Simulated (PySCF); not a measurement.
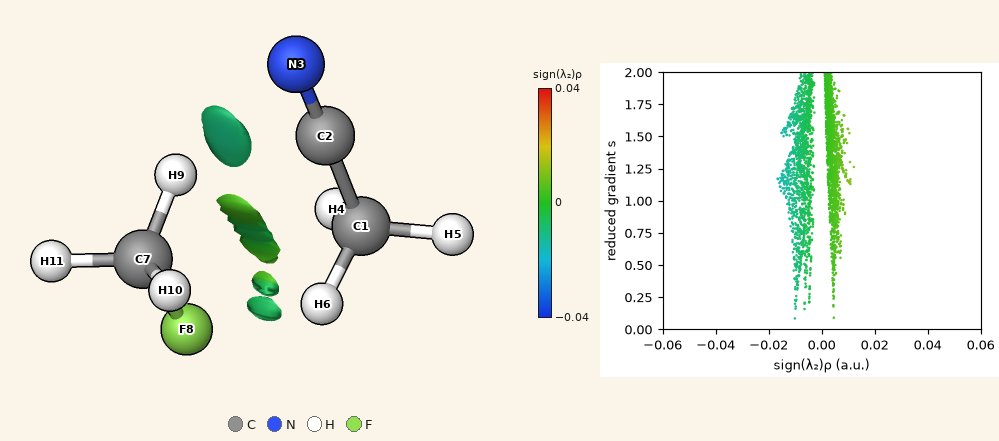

C3H6FN, SMILES `CC#N.CF`. Non-covalent interaction surfaces between the fragments (reduced density gradient s = 0.5, coloured by sign(λ₂)ρ in a.u.; trimmed to the region between the fragments where ρ is under 0.06 a.u.). Fragment A: H3C2N (atoms 1–6); fragment B: H3CF. The plot gives s against sign(λ₂)ρ for grid points between the fragments.

Level of theory: CAM-B3LYP/def2-SVP (PySCF), at a geometry from GFN2-xTB.

Input

```python
import numpy as np
from pyscf import gto, scf, dft
from pyscf.scf import atom_ks, atom_hf
from scipy.linalg import block_diag
from pyscf.dispersion import dftd3

def solve(mol, dm0=None, hcore=None):
    mf = (dft.UKS if mol.spin else dft.RKS)(mol, xc='camb3lyp')
    mf.grids.level = 3
    mf = mf.density_fit(auxbasis='def2-universal-jkfit')
    mf.conv_tol, mf.max_cycle = 1e-8, 80
    if hcore is not None:
        mf.get_hcore = lambda *args: hcore
    mf.kernel(dm0)
    if not mf.converged:
        mf = mf.newton().run(mf.mo_coeff, mf.mo_occ, max_cycle=30)
    assert mf.converged, 'SCF not converged'
    return mf

mol = gto.M(atom='''
C     -1.83981    -0.95888    -0.00662
C     -1.43066     0.41508     0.00143
N     -1.08977     1.50669     0.00695
H     -2.43689    -1.16880     0.87978
H     -2.42932    -1.16004    -0.90013
H     -0.95096    -1.58893    -0.00628
C      2.12889     0.37036    -0.01123
F      1.49372    -0.84254     0.01428
H      1.36307     1.14600    -0.03140
H      2.74743     0.40348    -0.90814
H      2.74104     0.44494     0.88753
''', basis='def2-svp', charge=0, spin=0, verbose=4)
mol_a = gto.M(atom='''
C     -1.83981    -0.95888    -0.00662
C     -1.43066     0.41508     0.00143
N     -1.08977     1.50669     0.00695
H     -2.43689    -1.16880     0.87978
H     -2.42932    -1.16004    -0.90013
H     -0.95096    -1.58893    -0.00628
ghost-C      2.12889     0.37036    -0.01123
ghost-F      1.49372    -0.84254     0.01428
ghost-H      1.36307     1.14600    -0.03140
ghost-H      2.74743     0.40348    -0.90814
ghost-H      2.74104     0.44494     0.88753
''', basis='def2-svp', charge=0, spin=0, verbose=4)
mol_b = gto.M(atom='''
ghost-C     -1.83981    -0.95888    -0.00662
ghost-C     -1.43066     0.41508     0.00143
ghost-N     -1.08977     1.50669     0.00695
ghost-H     -2.43689    -1.16880     0.87978
ghost-H     -2.42932    -1.16004    -0.90013
ghost-H     -0.95096    -1.58893    -0.00628
C      2.12889     0.37036    -0.01123
F      1.49372    -0.84254     0.01428
H      1.36307     1.14600    -0.03140
H      2.74743     0.40348    -0.90814
H      2.74104     0.44494     0.88753
''', basis='def2-svp', charge=0, spin=0, verbose=4)
ab, a, b = solve(mol), solve(mol_a), solve(mol_b)
e_int = ab.e_tot - a.e_tot - b.e_tot
print('counterpoise-corrected interaction energy / kcal/mol', e_int * 627.5095)
def disp(atoms, charge):
    m = gto.M(atom=atoms, charge=charge, basis='sto-3g', spin=None, unit='Bohr', verbose=0)
    return dftd3.DFTD3Dispersion(m, xc='camb3lyp', version='d3bj').get_dispersion()['energy']
e_disp = disp(mol._atom, mol.charge) - disp(mol._atom[:6], mol_a.charge) - disp(mol._atom[6:], mol_b.charge)
print('D3(BJ) part / kcal/mol', e_disp * 627.5095)
# spherically averaged free atoms, for the promolecule
atm = atom_ks.get_atm_nrks(mol, xc='camb3lyp')
pro = block_diag(*[(atm[a[0]][2] * atm[a[0]][3]) @ atm[a[0]][2].T for a in mol._atom])
np.savez('result.npz', e_int=e_int, e_disp=e_disp, dm_a=a.make_rdm1(), dm_b=b.make_rdm1(), c=ab.mo_coeff, occ=ab.mo_occ, eps=ab.mo_energy, pro=pro, d=[f.dip_moment(verbose=0) for f in (ab, a, b)])
```

Run with:

```sh
OMP_NUM_THREADS=1 python input.py
```

The run took 50 s on 1 thread of Intel(R) Xeon(R) Processor @ 2.50GHz (Skylake/Cascade Lake) (shared host), peak memory 0.5 GiB.

Partitions, critical points and surface values were worked out afterwards from this run's density.

> Which interactions hold the two fragments together?

Bond critical points between the fragments: N3···H9, weak C–H hydrogen bond, 2.48 Å, ρ = 0.010 a.u.; H6···F8, weak C–H hydrogen bond, 2.56 Å, ρ = 0.006 a.u.; C2···F8, 3.18 Å, ρ = 0.005 a.u., a bond path close to vanishing (ellipticity 1.6). All are weak and appear green, as weak hydrogen bonds do. Several contacts close a ring, whose ring point adds a part with positive λ₂ between them. The pose is a local one from a semi-empirical search, not shown to be the most stable.

> How strongly are they bound?

The counterpoise-corrected interaction energy of the frozen fragments is −2.6 kcal/mol without dispersion correction and −3.5 kcal/mol with D3(BJ). The pair geometry is semi-empirical, not a minimum at this level.
